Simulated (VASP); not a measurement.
Band structure of Cu2O (relaxed from the CdI2 structure, space group P-3m1). Computed with PBEsol GGA, VASP's PBE PAW potentials (set 64) (plane waves; VASP).

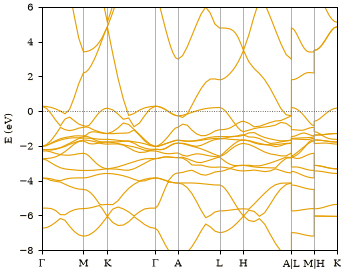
*Bands along high-symmetry lines, zero at the valence-band maximum or, without a gap, the Fermi level*

Q: Read the plot: is there a gap, and where are the band edges?

A: It has no gap at this level: it comes out as a metal or semimetal. (Edges off the drawn lines would not show.)

The structure was generated: Cu2O was put into the CdI2 type (P-3m1), which need not be its known phase. It was relaxed first, which changed the volume by +12 %.
